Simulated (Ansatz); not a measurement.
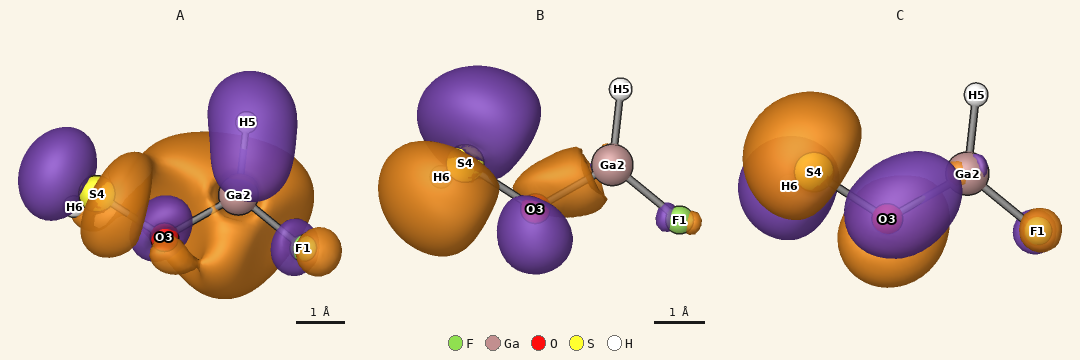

FGaH2OS (SMILES [F][GaH][O]S). Three frontier orbitals at ±0.08 Å⁻³ᐟ² (orange and purple are the two phases), in no order.

The calculation used Ansatz 0.2.0, RKS PBE0/def2-SVP.

```csv
atom,x (Å),y (Å),z (Å)
F,-0.4841,-2.5601,0.2390
Ga,0.2962,-0.9997,0.2678
O,-0.9083,0.3169,0.0653
S,-0.3577,1.8997,0.1504
H,1.8195,-0.8319,0.4562
H,-0.3656,2.1751,-1.1787
```

> Order the three orbitals by energy and name them.

C is the HOMO−1 (−8.80 eV). It lies mainly on O3 (about 55 %), S4 (about 30 %), H6 (about 10 %) and Ga2 (about 5 %). B is the HOMO (−6.72 eV). By Hirshfeld shares it lies mainly on S4 (about 70 %) and O3 (about 20 %). A is the LUMO (−1.13 eV). By Hirshfeld shares it lies mainly on Ga2 (about 55 %), S4 (about 15 %), O3 (about 10 %), H5 (about 10 %) and F1 (about 5 %).

> What is the HOMO–LUMO gap?

5.59 eV between the orbital energies.
